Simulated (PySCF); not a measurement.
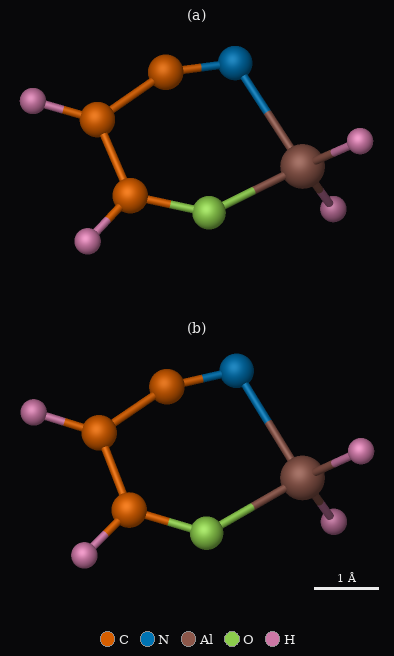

The structure of C3H4AlNO before (top) and after (bottom) a relaxation, at one scale.

A ball-and-stick model, seen at a tilt.

The start comes from GFN2-xTB. Its atoms were then displaced at random by about 0.01 Å.

Theory: PBE0-D3(BJ)/def2-SVP geometry optimisation, gas phase (PySCF). 

### Describe what moved and what it gained.

The O atom moves most after the best rigid fit: 0.14 Å. Largest moves by element: O 0.14 Å, N 0.10 Å, H 0.05 Å, C 0.04 Å, Al 0.03 Å. Near-neighbour distances that change, for instance: Al–O 1.747 → 1.865 Å, Al–N 2.024 → 2.069 Å, Al–H 1.542 → 1.583 Å, C–N 1.138 → 1.173 Å. Among the angles between lasting bonds that change: Al–O–C 139.6° → 131.3°, C–N–Al 110.3° → 103.1°, N–C–C 152.7° → 158.7°. After 8 geometry steps the energy has fallen by 27.0 kJ/mol. The run took 40 s on 1 thread of Arm Neoverse V1, with other jobs on the host.
